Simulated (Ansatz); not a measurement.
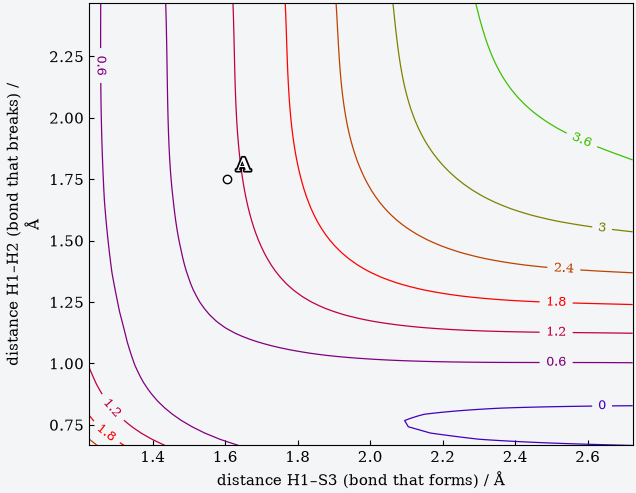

The reacting system H3S (fragments H₂ + HS where the first distance is long, H₂S + H where the second is long), spin multiplicity 2. 
- First axis: distance H1–S3 (bond that forms). Second axis: distance H1–H2 (bond that breaks).
- Relaxed at each point: all other coordinates.
- Grid: 7 × 7 points.
- Points are written as (first, second).
- All energies are given in eV relative to the lowest grid point.
- In part of the range the unrestricted reference is strongly spin-contaminated.
- The calculation used Ansatz, UKS r2SCAN0-D4/def2-TZVP.

Drawn: contour lines labelled in eV, the point A. Between grid points the surface is interpolated.

Question: Is A at rest? If not, where is it pushed?

Answer: A, at (1.604 Å, 1.750 Å), is not a stationary point. The computed force is 3.4 eV for each Å towards smaller values of the first coordinate and 0.3 eV for each Å towards smaller values of the second coordinate.
